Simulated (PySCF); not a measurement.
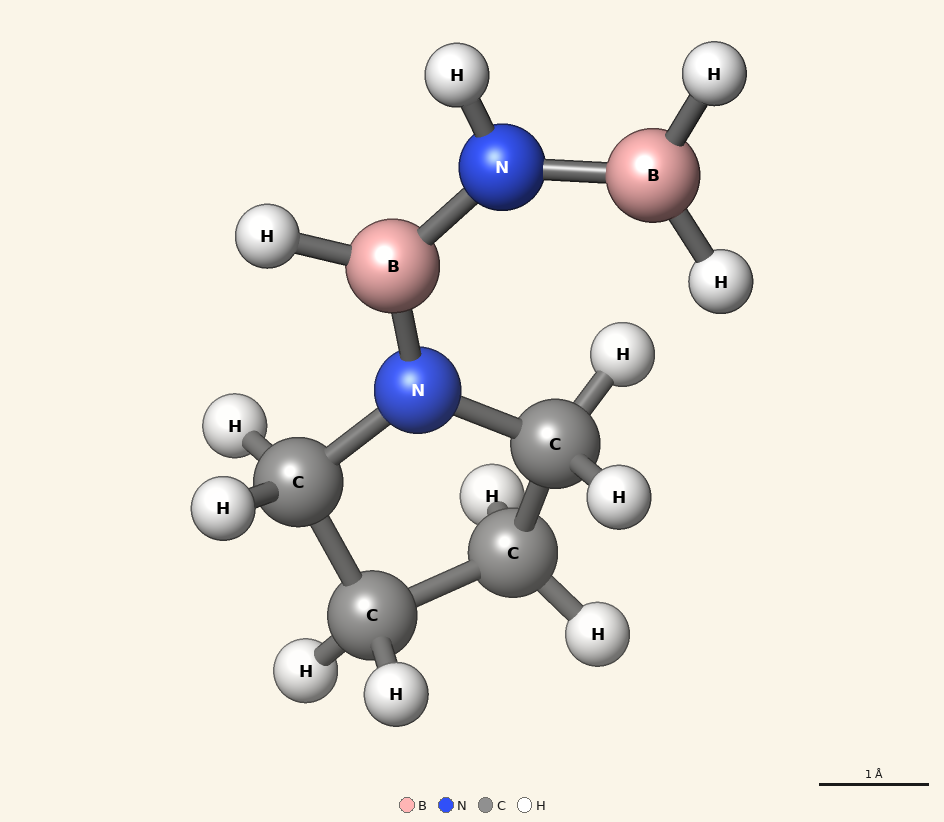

Every bond is drawn as one stick, whatever its order.

The geometry was computed by an optimisation with PBE0-D3(BJ)/def2-SVP. No frequency run is at hand to confirm it as a minimum.

**Count the atoms of each element.**

C₄H₁₂B₂N₂, 20 atoms: 4 carbon, 12 hydrogen, 2 boron and 2 nitrogen.

**How many bonds of each kind are drawn?**

8 C–H, 3 B–N, 3 C–C, 3 B–H, 2 C–N, 1 N–H.

**Does it have rings?**

Independent rings (smallest set): 1 of 5 members.

More results for the same structure follow; atom numbers are the same in all pictures, views and colours differ.

Geometry

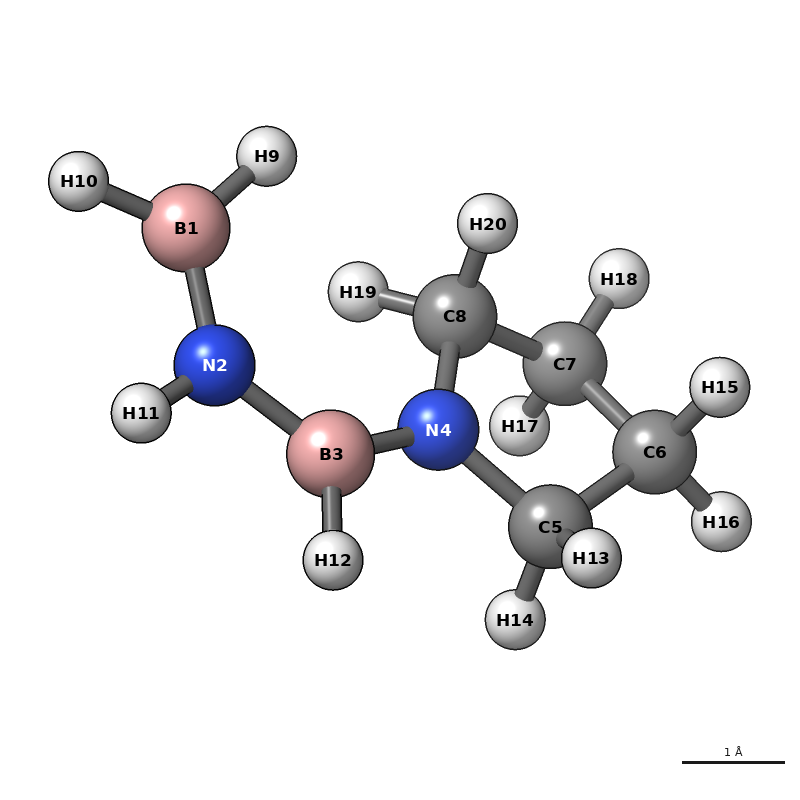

No frequency run is at hand to confirm it as a minimum.

**Describe the coordination of atom 7.**

C7 has 4 neighbours (C6 at 1.52, C8 at 1.52, H17 at 1.10, H18 at 1.10 Å); the arrangement is tetrahedral.

**How are the neighbours of atom 6 arranged?**

C6 has 4 neighbours (C5 at 1.52, C7 at 1.52, H15 at 1.10, H16 at 1.10 Å); the arrangement is tetrahedral.

**How are the neighbours of atom 5 arranged?**

C5 has 4 neighbours (N4 at 1.47, C6 at 1.52, H13 at 1.10, H14 at 1.11 Å); the arrangement is tetrahedral.

**Describe the coordination of atom 8.**

C8 has 4 neighbours (N4 at 1.46, C7 at 1.52, H19 at 1.10, H20 at 1.10 Å); the arrangement is tetrahedral.

**What is the dihedral angle B3–N4–C8–C7?**

163° in size, that is anti.

NMR shielding

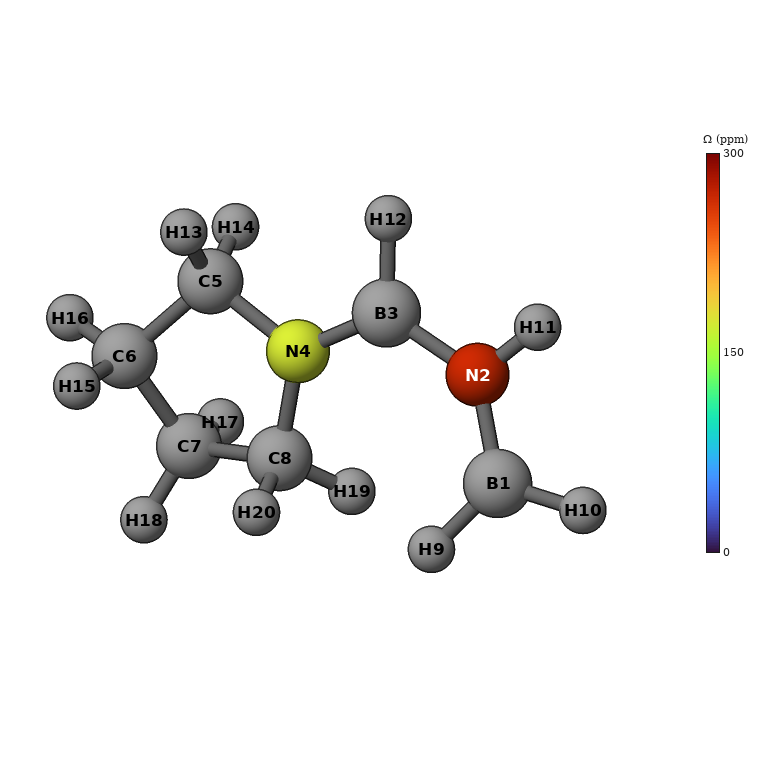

The N atoms are coloured by the span of their shielding tensor. No frequency run is at hand to confirm it as a minimum. Level of theory: GIAO HF/pcSseg-1 NMR shielding, non-relativistic, gas phase (PySCF 2.14.0). Principal shieldings σ11 ≤ σ22 ≤ σ33, span Ω = σ33 − σ11, skew κ = 3(σiso − σ22)/Ω.

**Which N atom has the most anisotropic shielding?**

N2, with a span of 266 ppm.

Give the shielding tensors of the N atoms.

```
atom    σ11    σ22    σ33   σiso      Ω      κ
  N2  −20.3  154.3  245.9  126.6  266.2  −0.31
  N4   88.3  183.9  261.3  177.8  173.1  −0.10
```

Shieldings and span in ppm.

Ring current

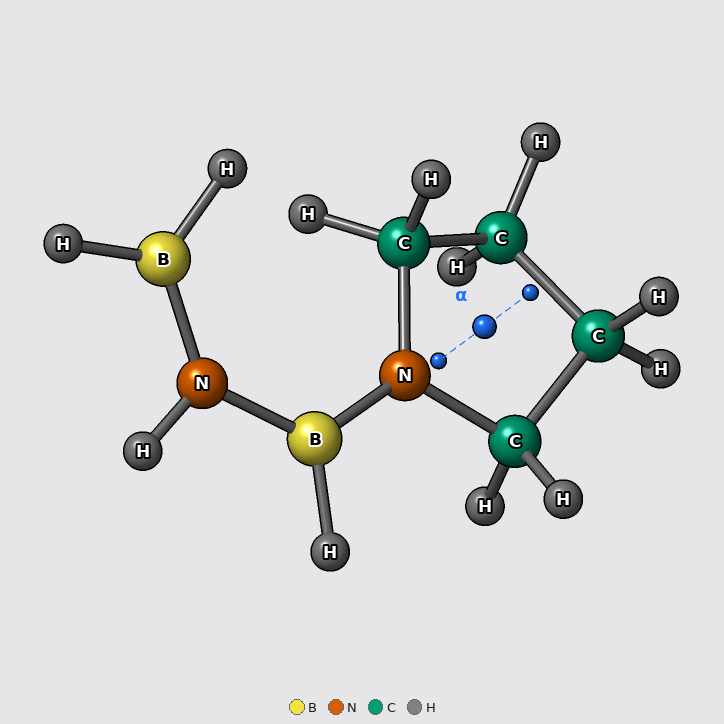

The small points mark where nucleus-independent chemical shifts (NICS) were computed: at the centre of each lettered ring and 1 Å above and below it. No frequency run is at hand to confirm it as a minimum. Level of theory: GIAO HF/pcSseg-1 NMR shielding, non-relativistic, gas phase (PySCF 2.14.0).

Give NICS(0), NICS(1) and the out-of-plane component NICS(1)zz for each ring (means of the two sides).

| ring | members | NICS(0) | NICS(1) | NICS(1)zz |
| --- | --- | --- | --- | --- |
| α | C4N | −6.9 | −3.5 | −4.4 |

Values in ppm.

**What do the values say about the ring currents?**

Ring α: weak, as in a non-aromatic ring. NICS is one index among several.

Excitation

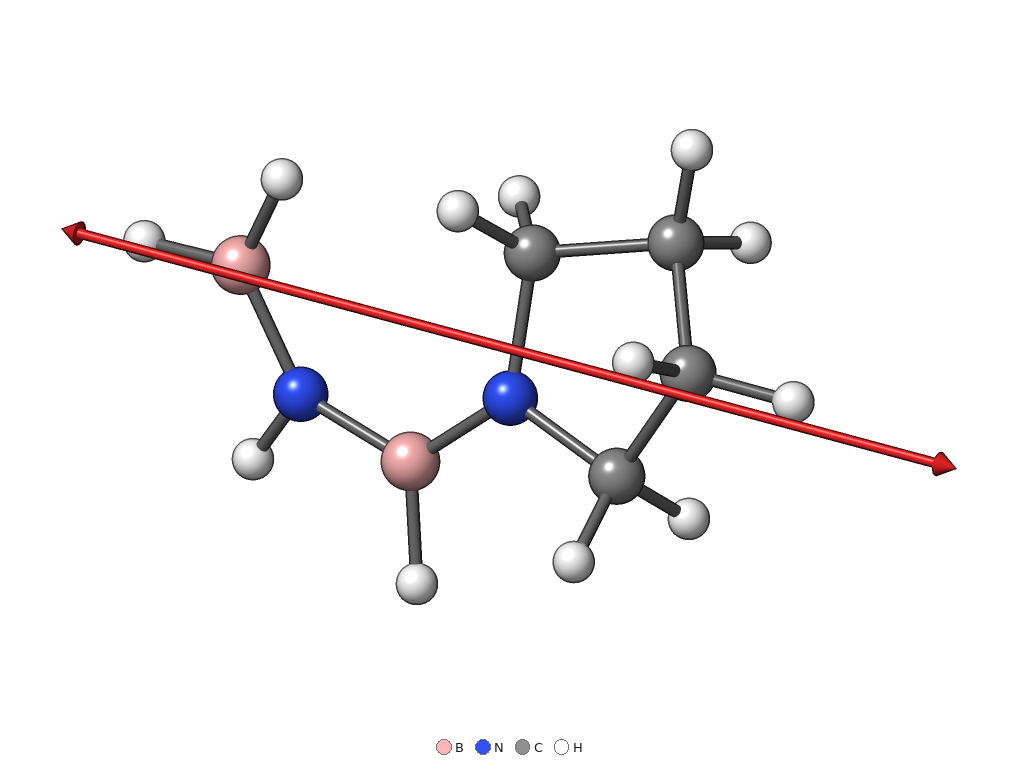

The double arrow shows the direction of the transition dipole to excited singlet state 1 (its length means nothing). No frequency run is at hand to confirm it as a minimum. Properties computed with TDDFT B3LYP/def2-SVPD, vertical, IEF-PCM chloroform (non-equilibrium linear response), core orbitals frozen in the response (PySCF 2.14.0).

**Where does the transition lie, and how strong is it?**

5.14 eV (241 nm), oscillator strength 0.21, mainly HOMO → LUMO (weight 0.99); transition dipole 3.26 D.
